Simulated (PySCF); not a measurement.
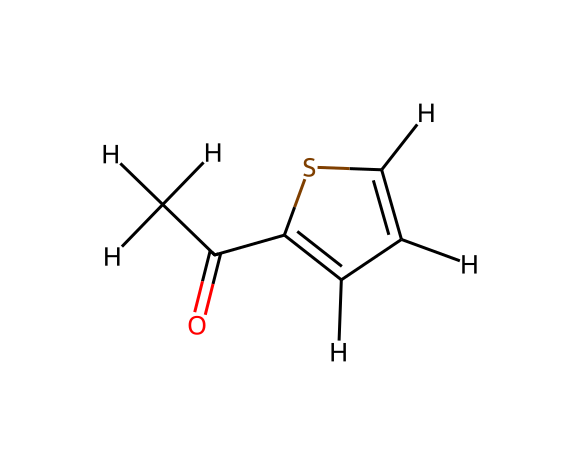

2D structure.

Write the SMILES.

CC(=O)c1cccs1

What is the molecular formula?

C6H6OS.

More results for the same structure follow; atom numbers are the same in all pictures, views and colours differ. Computed geometry: PBE0-D3(BJ)/def2-SVP optimisation. No frequency run is at hand to confirm it as a minimum.

**Charges**

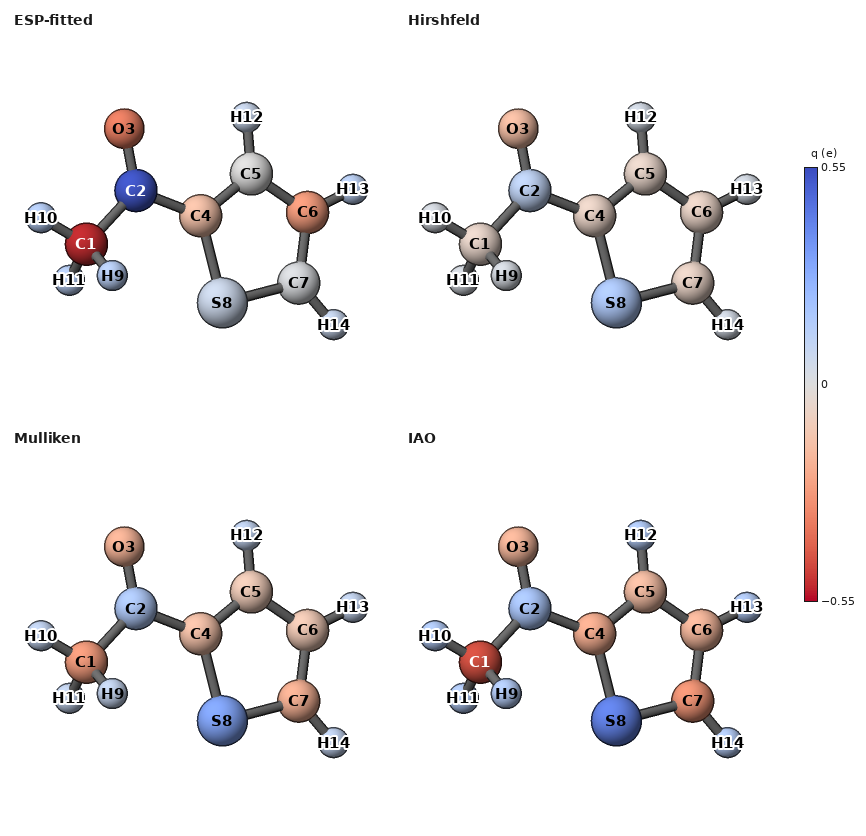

Atomic charges of one calculation by 4 schemes, on one colour scale. No frequency run is at hand to confirm it as a minimum. Level of theory: PBE0/STO-3G (PySCF 2.14.0).

Which scheme gives the most polar picture (largest mean size of the charges)?

The IAO charges are the largest in size here, and the Hirshfeld charges the smallest.

On which atom do the schemes disagree most?

On C1 (from −0.50 to −0.05 e).

List the charges (e), one line for each set of equivalent atoms. Atoms whose distances differ by more than 0.02 Å in this geometry are listed apart.

```csv
atom,ESP-fitted,Hirshfeld,Mulliken,IAO
C1,−0.50,−0.05,−0.26,−0.44
C2,0.52,0.11,0.16,0.17
O3,−0.34,−0.15,−0.19,−0.18
C4,−0.14,−0.06,−0.14,−0.21
C5,0.00,−0.05,−0.10,−0.16
C6,−0.26,−0.06,−0.11,−0.18
C7,0.01,−0.06,−0.20,−0.28
S8,0.06,0.16,0.30,0.40
H9,0.13,0.02,0.09,0.14
H10,0.14,0.02,0.10,0.15
H11,0.13,0.02,0.09,0.14
H12,0.07,0.04,0.10,0.15
H13,0.12,0.03,0.09,0.14
H14,0.08,0.04,0.10,0.14
```

**NMR shielding**

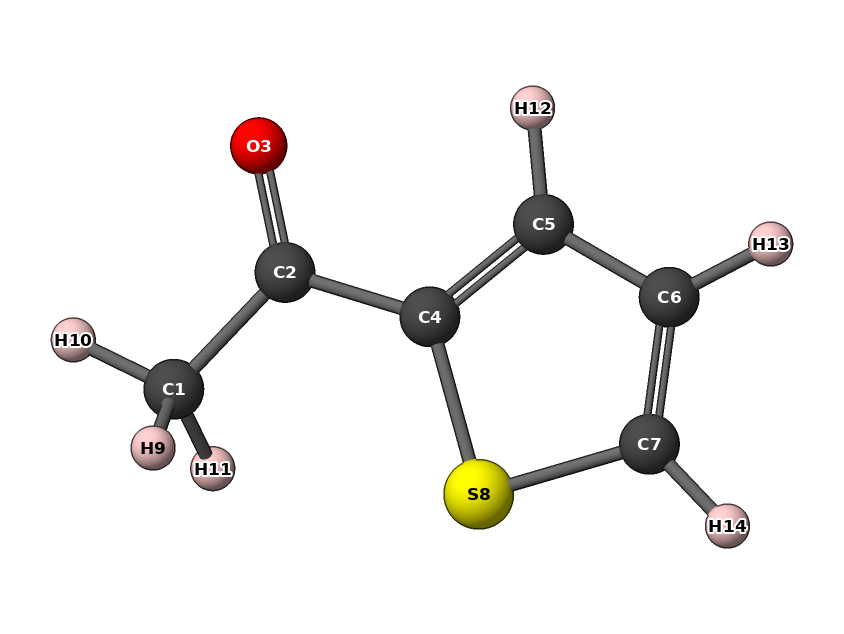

The questions are on isotropic NMR shieldings of the H atoms. No frequency run is at hand to confirm it as a minimum. Method: GIAO mPW1PW91/pcSseg-1 NMR shielding, non-relativistic, gas phase (PySCF 2.14.0).

Which H atom is the most shielded (lowest chemical shift)?

H10 (29.18 ppm).

Which H atom is the least shielded (highest chemical shift)?

H12 (23.20 ppm).

How wide is the range of H shifts?

5.98 ppm.

List the isotropic NMR shieldings of the H atoms.

```tsv
atom	σ (ppm)
H9	28.73
H10	29.18
H11	28.72
H12	23.20
H13	24.13
H14	24.06
```

**Levels of theory compared**

No frequency run is at hand to confirm it as a minimum. Program: PySCF 2.14.0.

Compare HOMO–LUMO gap (eV) at these levels: CAM-B3LYP/pcSseg-1; PBE0/6-311+G(2d,p); PBE0/6-31G; PBE0/6-31G*; PBE0/STO-3G; mPW1PW91/pcSseg-1.

| level | HOMO–LUMO gap (eV) |
| --- | --- |
| CAM-B3LYP/pcSseg-1 | 7.75 |
| PBE0/6-311+G(2d,p) | 5.39 |
| PBE0/6-31G | 5.53 |
| PBE0/6-31G* | 5.49 |
| PBE0/STO-3G | 5.60 |
| mPW1PW91/pcSseg-1 | 5.47 |

Mulliken values depend strongly on the basis set and can even reverse the polarity of a bond.
